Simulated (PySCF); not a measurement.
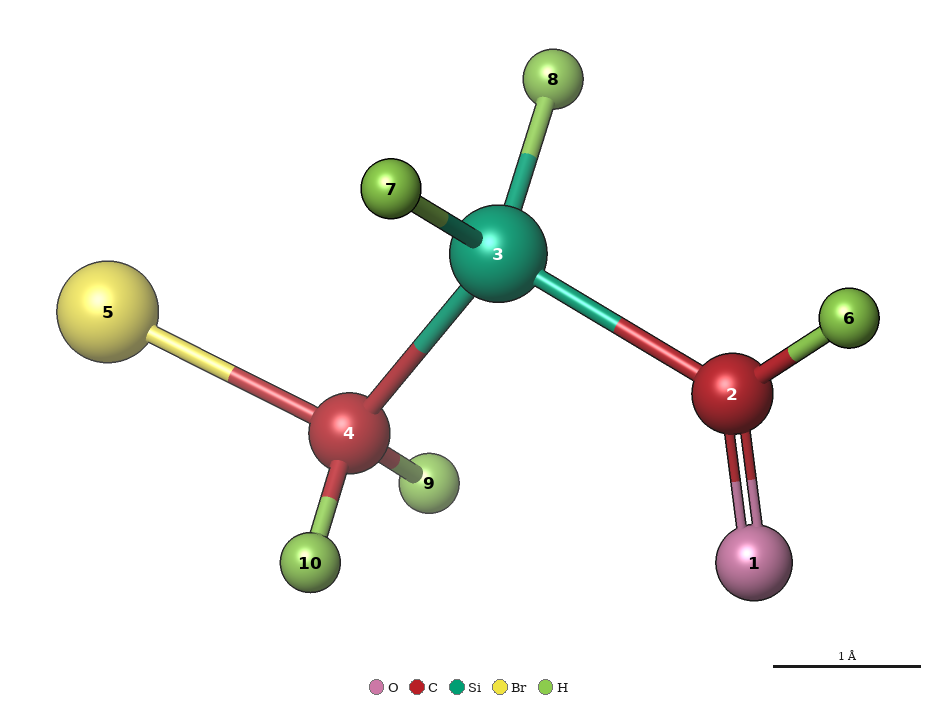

Orthographic view. Distant atoms are faded towards the background colour. The geometry was computed by an optimisation with PBE0-D3(BJ)/def2-SVP. No frequency run is at hand to confirm it as a minimum.

Write a MOL file (V2000) with the atoms in numerical order, bonds sorted by atom number with the orders drawn, and coordinates in the frame of the picture: x right, y up, z towards the viewer, origin at the mean position.

```
C2H5BrOSi
                    3D

 10  9  0  0  0  0  0  0  0  0999 V2000
    1.7500   -1.3900    0.4600 O   0  0  0  0  0  0  0  0  0  0  0  0
    1.6100   -0.2400    0.7800 C   0  0  0  0  0  0  0  0  0  0  0  0
    0.0100    0.7200    0.2700 Si  0  0  0  0  0  4  0  0  0  0  0  0
   -1.0100   -0.5100   -0.7400 C   0  0  0  0  0  0  0  0  0  0  0  0
   -2.6600    0.3200   -1.3400 Br  0  0  0  0  0  0  0  0  0  0  0  0
    2.4000    0.2800    1.3900 H   0  0  0  0  0  0  0  0  0  0  0  0
   -0.7300    1.1600    1.4900 H   0  0  0  0  0  0  0  0  0  0  0  0
    0.3800    1.9100   -0.5500 H   0  0  0  0  0  0  0  0  0  0  0  0
   -0.4700   -0.8500   -1.6300 H   0  0  0  0  0  0  0  0  0  0  0  0
   -1.2800   -1.3900   -0.1400 H   0  0  0  0  0  0  0  0  0  0  0  0
  1  2  2  0
  2  3  1  0
  2  6  1  0
  3  4  1  0
  3  7  1  0
  3  8  1  0
  4  5  1  0
  4  9  1  0
  4 10  1  0
M  END
```
